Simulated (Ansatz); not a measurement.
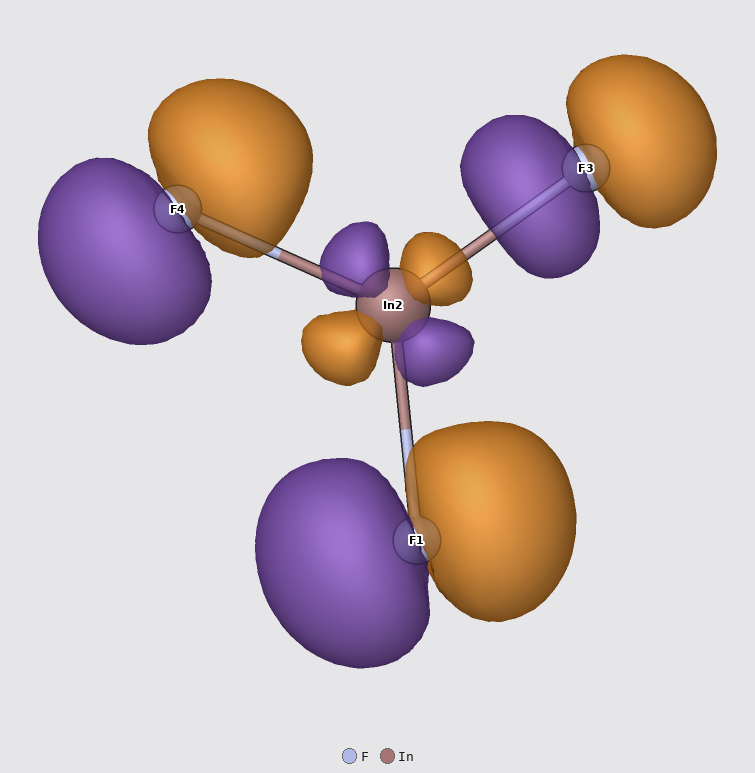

*F3In (SMILES [F][In]([F])[F]). The HOMO at ±0.1 Å⁻³ᐟ² (orange and purple are the two phases), seen at a tilt.*

Core potentials replace the inner electrons of In.

All numbers below come from RKS PBE0/def2-SVP (Ansatz 0.2.0).

```xyz
4

F    -1.3134   -0.3791    1.3494
In    0.0154   -0.0162   -0.0102
F     1.7834   -0.7871    0.1515
F    -0.4300    1.1222   -1.5110
```

### What is the character of this orbital?

It lies mainly on F1 (about 45 %), F4 (about 30 %), F3 (about 15 %) and In2 (about 10 %); it is symmetric in the molecular plane (an in-plane orbital: σ, lone-pair or in-plane π type); largely a combination of lone pairs on F1, F4 and F3. It is one of a degenerate set, so its orientation is arbitrary. Its energy is −10.85 eV.
